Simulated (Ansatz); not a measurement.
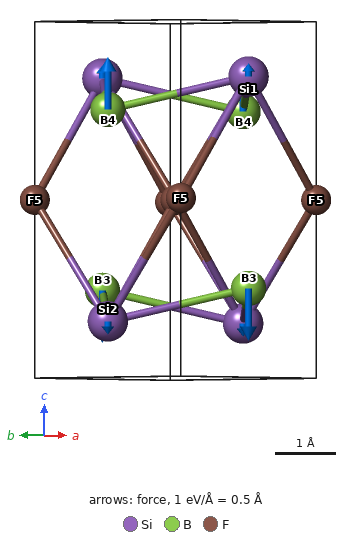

Starting geometry of a crystal of SiBF (a generated structure, set up in P4/nmm) (coarse preliminary run) with the computed forces as blue arrows. The picture is a ball-and-stick view of the cell of the calculation, seen from a free direction.

All numbers below come from DFT PBE, scalar-relativistic, plane waves, PAW (Ansatz 0.2.0). (plane-wave cutoff 420 eV; k-point mesh 6 × 6 × 4; occupations gaussian; smearing width 0.1 eV; no spin polarisation; cell and atoms relaxed; force threshold 0.04 eV/Å; at most 70 steps)

Question: Is this structure relaxed? If not, where do the atoms go?

Answer: It isn't relaxed: the largest force vector, on B atoms, is 1.76 eV/Å. The final displacements follow the starting forces only in part (cosine between the two patterns 0.71). The largest moves relative to the cell, 0.83 Å, are those of B atoms. By element the largest moves are B 0.83 Å, Si 0.49 Å. F stays in place. Cell: a = b 3.326 → 3.108 Å (−6.6 %), c 5.956 → 6.118 Å (+2.7 %). Volume −10.3 %. Near-neighbour distances that change, for instance: Si–Si 3.001 → 3.637 Å, F–Si 2.636 → 2.238 Å, B–Si 2.416 → 2.141 Å, B–Si 2.416 → 2.324 Å. Among the angles between lasting bonds that change: B–Si–B 103.2° → 71.0°, Si–B–Si 76.8° → 109.0°, B–Si–B 153.6° → 142.0°. The space group stays P4/nmm (No. 129). The energy falls by 1.988 eV per cell of the calculation in 9 accepted moves (10 points after the start). Largest force component: 1.8 eV/Å at the start, 0.017 eV/Å at the end. Pressure: −6.43 GPa at the start and −0.25 GPa at the end. At 1 point the geometry stayed and the basis and grid were re-selected for the new cell (energy shift of 6.6 meV per cell of the calculation at most each time). Cost: 31 s on 1 thread of Arm Neoverse V1, with other jobs on the host, peak memory 0.34 GiB.
